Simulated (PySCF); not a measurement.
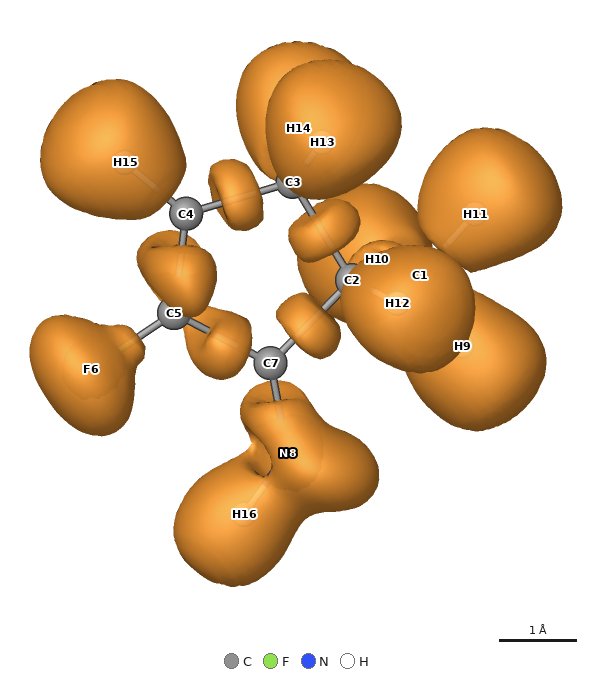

The picture shows: C$_{6}$H$_{8}$FN (charge +1, doublet). Isosurface of the ELF at 0.75 (orange), seen at a tilt. Only the valence region is drawn (cores and ρ < 0.01 e/Å³ removed).

Geometry: GFN2-xTB.

Level of theory: UKS B3LYP, pcH-1 on C F H N, non-relativistic, mean-field spin-orbit, GIAO in PySCF 2.14.0, density-fitted response routines.

The calculation's input:

```
{"job": {"kind": "epr", "basis": "pcH-1"}, "charge": 1, "multiplicity": 2}
C     -1.341505     1.330754    -0.158606
C     -0.411142     0.339477     0.506376
C     -0.787611    -1.133554     0.290547
C      0.452978    -1.802451    -0.146263
C      1.443673    -0.920948    -0.327384
F      2.690078    -1.139448    -0.683412
C      1.026485     0.463261    -0.015425
N      1.676358     1.506743    -0.057249
H     -1.047646     2.354699     0.054429
H     -1.382332     1.185547    -1.236698
H     -2.351978     1.180316     0.227105
H     -0.333894     0.570500     1.575886
H     -1.177668    -1.594590     1.204066
H     -1.571376    -1.248465    -0.464196
H      0.533104    -2.857811    -0.356222
H      2.574876     1.774912    -0.424365
```

Command:

```sh
OMP_NUM_THREADS=1 python probes_run.py task.json out
```

Question: Where are the electrons localised?

Answer: The surface consists of four regions between bonded C–C atoms (shared pairs), seven regions around hydrogen nuclei, one region on C in which the atom's valence shell and bonds are merged, one region on F in which the atom's valence shell and bonds are merged and one joined region spread over several atoms (H, N), in which their bonds and any lone pairs are merged. Profiles from the grid: C–N (1.23 Å): the ELF peaks at about 0.90 between the atoms (a short, multiple covalent bond). C–F (1.31 Å): the ELF peaks at about 0.85 between the atoms, as expected for a shared but strongly polarised pair.
